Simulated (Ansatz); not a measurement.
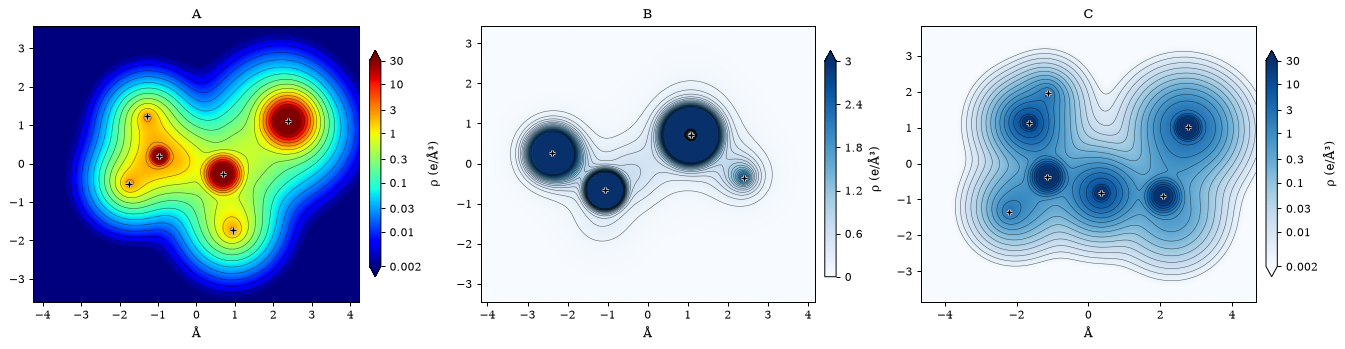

The total electron density of 3 systems, each on a plane through atoms (crosses mark nuclei in the plane).

All numbers below come from Ansatz 0.2.0, isolated molecule in a Gaussian basis; Kohn-Sham density functional theory, functional PBE0.

System 1: F3H3SiSn (SMILES F[Si](F)(F)[SnH3]), the plane of atoms Si4, Sn5 and H6. Geometry: PBE0-D3(BJ)/def2-SVP; core potentials replace the inner electrons of Sn.

```yaml
atoms:
  - { symbol: F, position_ang: [-1.2467, 3.1716, -1.3410] }
  - { symbol: F, position_ang: [-0.5947, 2.6769, 1.1082] }
  - { symbol: F, position_ang: [-2.9850, 3.4752, 0.5445] }
  - { symbol: Si, position_ang: [-1.7845, 2.5330, 0.0345] }
  - { symbol: Sn, position_ang: [-2.5233, 0.1151, -0.2578] }
  - { symbol: H, position_ang: [-3.0872, -0.4720, 1.2428] }
  - { symbol: H, position_ang: [-3.7735, 0.0595, -1.4190] }
  - { symbol: H, position_ang: [-1.1875, -0.8072, -0.7863] }
```

System 2: ClH3O2Si2 (charge +1, doublet), the plane of atoms O2, Si4 and H7. Geometry: B3LYP/6-31G*.

```xyz
8

Cl    0.4102    2.1730   -0.3255
O     1.7797   -1.4100    1.8910
O     0.0111   -0.8270   -0.2132
Si    0.7067   -1.8124    0.7906
Si   -0.4386    0.5282   -1.2039
H     2.1252   -0.5248    2.1020
H     0.4179   -3.2405    0.7461
H    -1.9193    0.5572   -1.0983
```

System 3: CH3CuSi (SMILES C=[SiH][Cu]), the molecular plane. Geometry: r2SCAN-D4/def2-TZVP.

```xyz
6

C    -0.3742   -0.5727   -0.8567
Cu   -0.0924    1.7071    1.7519
Si    0.0201   -0.2558    0.7852
H    -0.7133    0.1958   -1.5417
H    -0.2982   -1.5701   -1.2799
H     0.4689   -1.4361    1.5790
```

Which map belongs to which system?

Panel A is system 3, CH3CuSi: the plane holds C, Cu, Si and H. C–Si (1.72 Å): the density is about 1.1 e/Å³ at the midpoint. Panel B is system 1, F3H3SiSn: the plane holds F, Si, Sn and H. Si–F (1.61 Å): the density is about 1.1 e/Å³ at the midpoint. Panel C is system 2, ClH3O2Si2: the plane holds Cl, O, Si and H. Si–O (1.57 Å): ρ at the midpoint is about 1.3 e/Å³.
